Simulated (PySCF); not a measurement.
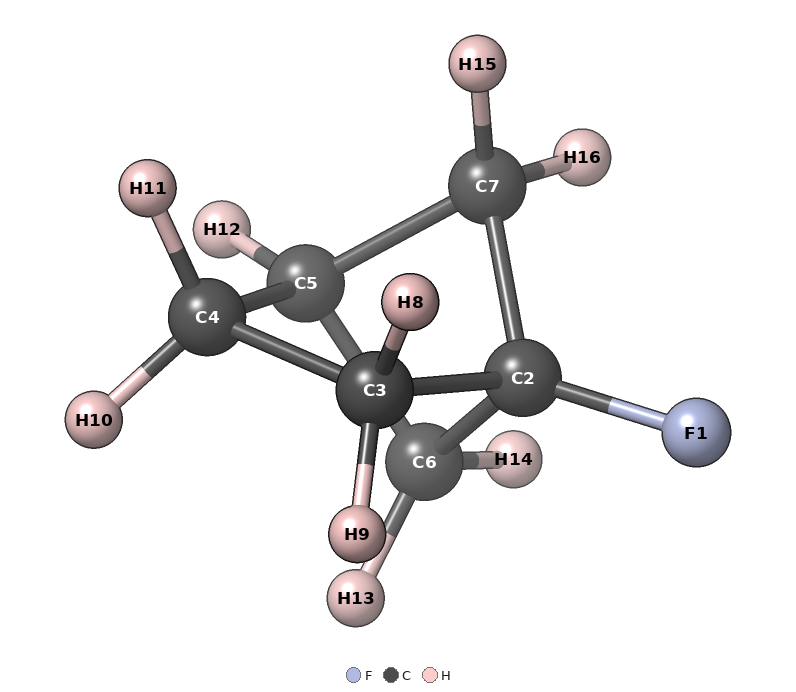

Atoms fade into the background with distance from the viewer. Computed geometry: PBE0-D3(BJ)/def2-SVP optimisation. No frequency run is at hand to confirm it as a minimum.

### How is the 5-membered ring C2–C3–C4–C5–C7 puckered?

It is an envelope, with C7 as the flap. The Cremer–Pople amplitude Q is 0.73 Å.

### Give the torsion angles round the ring, beginning with the bond from its second to its third atom.

0°, −45°, 66°, −67°, 45°.
